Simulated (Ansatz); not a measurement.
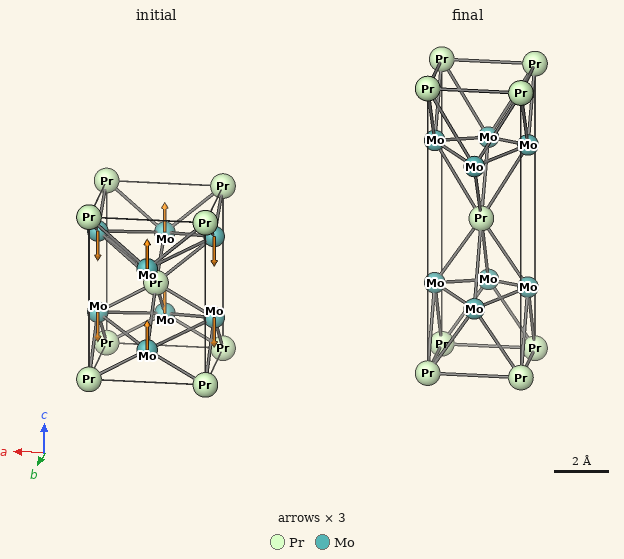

The structure of a crystal of PrMo2 (a generated structure, set up in P4_2/nmc) (coarse preliminary run) before (left) and after (right) a relaxation, at one scale. The orange arrows give the displacements (the part carried along by the change of the cell is left out), 3 times their true length.

A ball-and-stick model of the cell of the calculation, seen from a free direction.

Level of theory: Ansatz 0.2.0, DFT PBE, scalar-relativistic, plane waves, PAW; 4f electrons in the core of a trivalent norm-conserving potential. Set-up: plane-wave cutoff 660 eV; k-point mesh 4 × 4 × 4; occupations gaussian; smearing width 0.1 eV; no spin polarisation; cell and atoms relaxed; force threshold 0.04 eV/Å; at most 70 steps.

What changed between the two?

Answer. The largest moves relative to the cell, 0.40 Å, are those of Mo atoms. Pr stays in place. The volume changes by +12.5 %, with a = b 4.441 → 3.556 Å (−19.9 %), c 6.445 → 11.311 Å (+75.5 %). Near-neighbour distances that change, for instance: Pr–Pr 4.441 → 3.556 Å, Mo–Mo 3.210 → 2.541 Å, Mo–Pr 2.562 → 3.188 Å, Mo–Pr 2.952 → 3.496 Å. The space group stays P4_2/nmc (No. 137). After 22 accepted moves (26 points after the start) the energy has fallen by 8.864 eV per cell of the calculation. Largest force component: 1.8 eV/Å at the start, 0.014 eV/Å at the end. Pressure: 9.24 GPa at the start and 0.02 GPa at the end. The line search rejected the trial steps at points 15, 23 of the run. The SCF was repeated twice at an unchanged geometry on a basis and grid sized afresh for the cell, which shifted the energy by 0.925 eV per cell of the calculation at most. The run took 6.7 min on 1 thread of Intel(R) Xeon(R) Processor @ 2.70GHz, on a shared host, peak memory 0.55 GiB.
